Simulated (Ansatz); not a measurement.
**A computed series for Ni: pressure series**

Base system: Ni in the fcc (Cu type) structure (space group Fm-3m, No. 225; a = 3.519 Å; ferromagnetic).

Cell and atoms are relaxed at each pressure.

The values are results of DFT with PBE, PAW potentials and a 420 eV plane-wave cutoff in Ansatz (a program for electronic structure), spin-orbit coupling left out, earlier PAW set, not measurements.

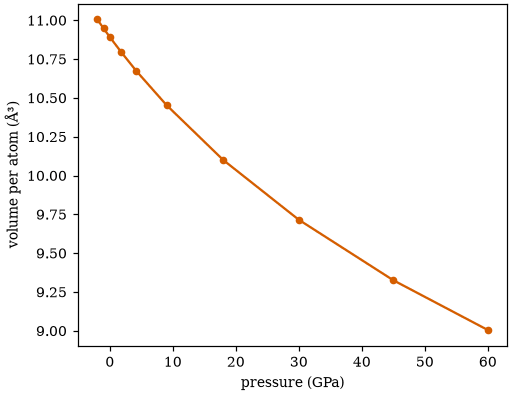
Figure. Volume per atom against pressure

Question: From the plot, what is the volume per atom for pressure 18 GPa?

Answer: About 10.1 Å³.

Question: Is the trend monotonic over the range shown?

Answer: Yes, it falls throughout, spanning 9.01 Å³ to 11.01 Å³.

The magnetic state is the one reached from the starting moments; the real material's order can differ, and small cells can't hold many antiferromagnetic ones. Load acts through the strain it causes; cell and atoms are relaxed under it. Whether these cells are dynamically stable was not tested. No other phases were tried under pressure.
